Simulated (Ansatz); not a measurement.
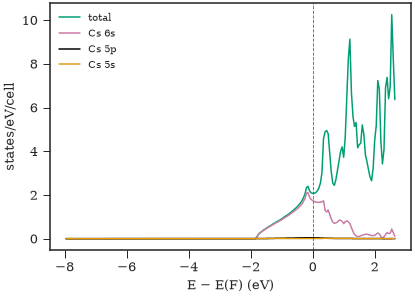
Figure: Total and projected density of states of Cs in space group I4_1/amd (No. 141; Cs on 4b), LDA (plane waves, PAW; program Ansatz)

Problem. Which orbitals carry the states next to the Fermi level?

Solution. Within 0.5 eV of the Fermi level: Cs 6s 63 %, outside the projected shells 35 %. Projections are on Löwdin-orthogonalised atomic valence shells; empty p or d shells of many metals are not among them.

The workflow started from a Materials Project entry (that database holds measured and hypothetical structures alike); the Crystallography Open Database copy checked does not list it. It is not the phase usual at ambient conditions (space group No. 229). The LDA relaxation kept the symmetry of its start; of distortions, only those at the zone centre were tested. Spin–orbit coupling is left out wherever it is not named.

Potentials: the later of the program's two PAW sets.
